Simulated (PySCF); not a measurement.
C2H6FPSi2 (SMILES C#C[SiH2]P[SiH2]F)

| atom | x (Å) | y (Å) | z (Å) |
| --- | --- | --- | --- |
| C | 1.7831 | -1.3162 | 1.5415 |
| C | 1.6051 | -0.3836 | 0.8022 |
| Si | 1.2636 | 1.0088 | -0.3726 |
| P | -0.5334 | 0.6105 | -1.6627 |
| Si | -2.0325 | -0.1088 | -0.1880 |
| F | -2.5108 | 1.1965 | 0.6250 |
| H | 1.9553 | -2.1216 | 2.1974 |
| H | 2.4122 | 1.1391 | -1.2752 |
| H | 1.0043 | 2.2264 | 0.3985 |
| H | -0.1521 | -0.6557 | -2.0642 |
| H | -3.2222 | -0.5801 | -0.8834 |
| H | -1.5714 | -1.0159 | 0.8556 |

Geometry: GFN2-xTB.

Theory: PBE0/pcSseg-1, SCF density, gas phase, non-relativistic (PySCF 2.14.0).

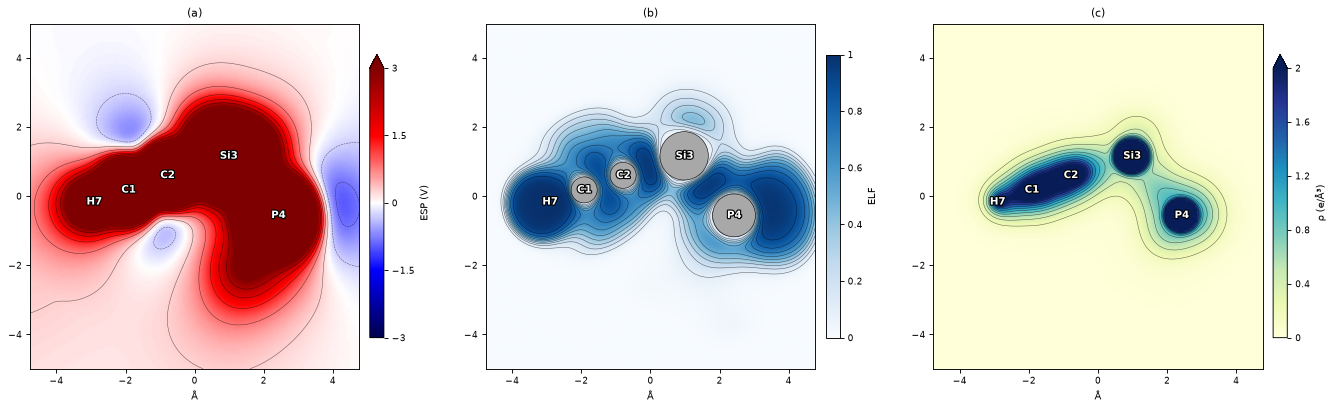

Figure 1. (a) molecular electrostatic potential; (b) electron localisation function; (c) total electron density on the plane of atoms C2, Si3 and P4. Grey discs cover the atomic cores in the ELF map.

**Read the bonding off the picture.**

The section cuts through C, Si, P and H sites. C–C (1.20 Å): the density is about 2.8 e/Å³ at the midpoint; the ELF peaks at about 0.85 between the atoms: a short, multiple covalent bond. C–Si (1.85 Å): ρ at the midpoint is about 0.92 e/Å³; the ELF peaks at about 0.95 between the atoms (a covalent bond). Si–P (2.25 Å): ρ is about 0.73 e/Å³ halfway; the ELF peaks at about 0.95 between the atoms; a covalent bond. C–H (1.05 Å): ρ is about 2.1 e/Å³ halfway; the ELF climbs to about 1 towards the hydrogen, as it does in any bond to H (a covalent bond by its length). The ELF also peaks beside P4, away from the bonds: lone-pair regions. Outside the dense part of the molecule the potential is most negative (−1.0 V) near P4.

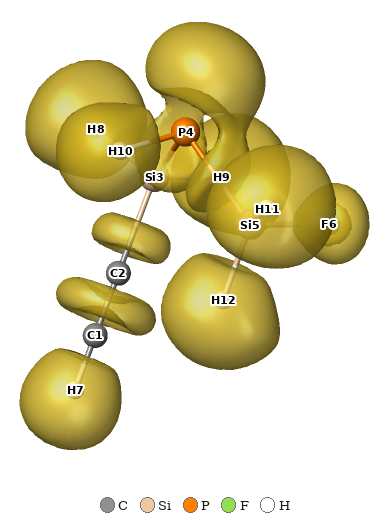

Figure 2. Isosurface of the electron localisation function at 0.8 (yellow), seen at an oblique angle. Only the valence region is drawn (cores and ρ < 0.01 e/Å³ removed).

**Where are the electrons localised?**

At this value the surface marks out one region between bonded C–C atoms (shared pairs), one region between bonded C–Si atoms (shared pairs), six regions around hydrogen nuclei, one region on P in which the atom's valence shell and bonds are merged and one region wrapped around F (its lone pairs, merged into a ring or cap). Profiles from the grid: Si–F (1.61 Å): the ELF peaks at about 0.85 in the valence shell of F, 0.5 Å from its nucleus, and is about 0.50 at the midpoint.

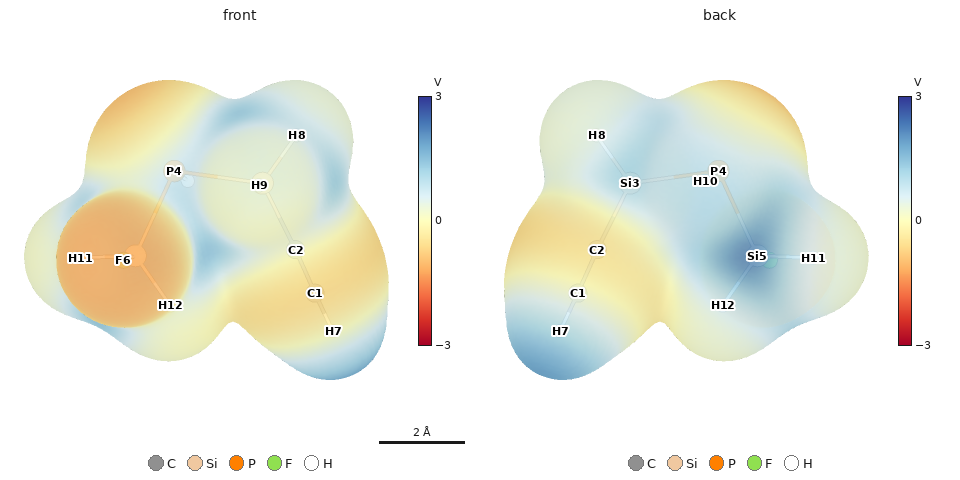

Figure 3. The molecular electrostatic potential painted on the density surface at 0.002 e/bohr³, seen from the front and from behind; red is negative and blue positive.

**Where is the surface potential most negative and most positive?**

The most negative region (about −1.1 V) lies over F6, the most positive (about +2.0 V) over Si5.

**How polar is the molecule by this calculation?**

Its dipole moment is 2.44 D.
